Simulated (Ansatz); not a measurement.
The calculation's input:

```
crystal:
  periodic: [false, false, false]
  atoms:
    - {symbol: Si, position_ang: [-0.634768, 0.011322, 0.503700]}
    - {symbol: O, position_ang: [0.918844, -0.246489, -0.523853]}
    - {symbol: O, position_ang: [-1.638230, -0.798969, -0.288960]}
    - {symbol: H, position_ang: [0.560009, -0.723869, -1.290921]}
    - {symbol: F, position_ang: [-0.547516, 1.597543, 0.504750]}
    - {symbol: F, position_ang: [-0.046272, -0.385464, 1.913429]}
    - {symbol: H, position_ang: [1.387932, 0.545924, -0.818045]}
basis:
  gaussian: {orbitals: def2-TZVPP}
hamiltonian: {xc: pbe0, dispersion: d4}
output: {orbitals: {seedname: orbitals}}
```

Command:

```sh
ansatz run in.yaml --threads 4 --pin off --events-out ev --progress --plain --max-ram 9574MiB
```

The product side of a reaction path; geometry: PBE0-D4/def2-TZVP.

Computed with RKS PBE0-D4/def2-TZVPP in Ansatz 0.2.0.

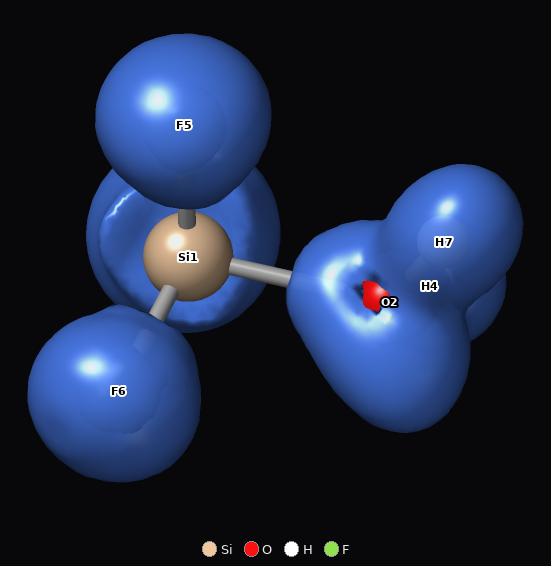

F₂H₂O₂Si. Isosurface of the electron localisation function at 0.75 (blue), seen from one side. Only the valence region is drawn (cores and ρ < 0.01 e/Å³ removed).

### Identify the bonds, lone pairs and shells in this picture.

The surface consists of two regions wrapped around F (its lone pairs, merged into a ring or cap), one region wrapped around O (its lone pairs, merged into a ring or cap) and one joined region spread over several atoms (H, O), in which their bonds and any lone pairs are merged.

Values along the shortest contacts:
Si–O (1.51 Å): the ELF peaks at about 0.80 between the atoms: a short, strongly polar bond. Si–F (1.58 Å): the ELF peaks at about 0.85 in the valence shell of F, 0.6 Å from its nucleus, and is about 0.45 at the midpoint.
